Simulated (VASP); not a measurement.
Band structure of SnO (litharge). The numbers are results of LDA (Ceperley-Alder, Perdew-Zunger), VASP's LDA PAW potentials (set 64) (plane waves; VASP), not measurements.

Unless said otherwise, spin-orbit coupling is left out, though it shifts the bands of the heavy elements here.

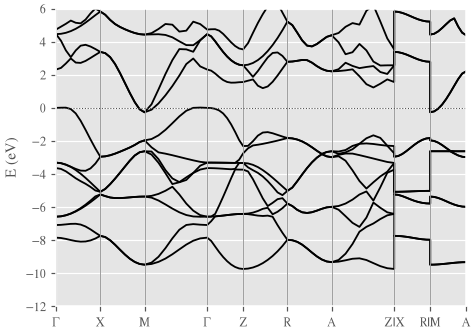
Bands along high-symmetry lines, zero at the valence-band maximum or, without a gap, the Fermi level

Question: Read the plot: is there a gap, and where are the band edges?

Answer: It has no gap at this level: it comes out as a metal or semimetal. (Edges off the drawn lines would not show.)

Measured: gap 0.70 eV (computed value off by -0.70 eV), as given by David Waroquiers et al., Physical Review B (2013), arXiv:1302.6756.

The compound is SnO in the litharge structure. It was relaxed first, which changed the volume by -6 %.
